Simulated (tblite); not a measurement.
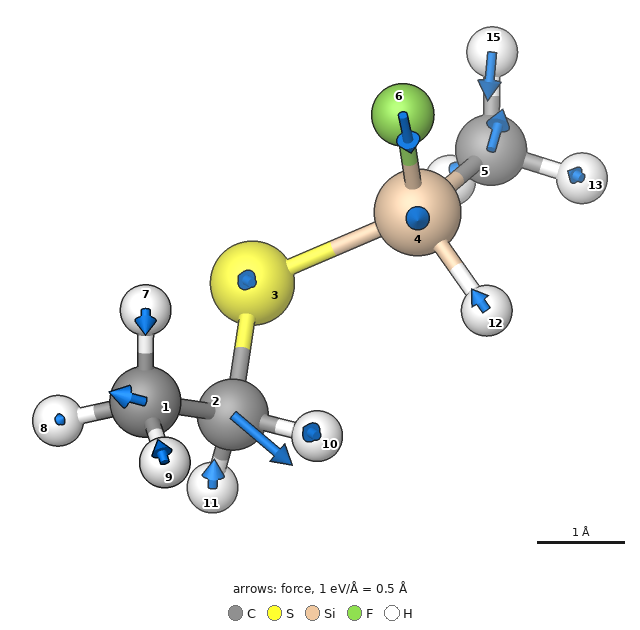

Starting geometry of C3H9FSSi with the computed forces as blue arrows. The picture is a ball-and-stick view, seen from a free direction.

Method: tblite 0.8.0, GFN2-xTB geometry optimisation, gas phase. 

Q: What follows when this structure is relaxed?

A: It isn't relaxed: the largest force vector, on a C atom, is 1.83 eV/Å. The final displacements have little in common with the starting forces (cosine between the two patterns 0.12). Over 97 geometry steps the energy falls by 0.389 eV. The atom that moves furthest after the best rigid fit is an H atom (1.05 Å). Largest moves by element: H 1.05 Å, S 0.91 Å, F 0.71 Å, C 0.41 Å, Si 0.31 Å. Some distances before and after: F–Si 1.673 → 1.621 Å, C–H 1.126 → 1.086 Å, H–Si 1.489 → 1.453 Å, C–Si 1.858 → 1.884 Å. Bond angles that change, for instance: C–Si–H 110.2° → 118.0°, C–S–Si 107.6° → 102.1°, F–Si–H 107.3° → 101.9°. Groups turn about C–S by about 35°, S–Si by about 30°, C–C by about 30°. The run took 0.63 s on 1 thread of Arm Neoverse V1, on a shared host.
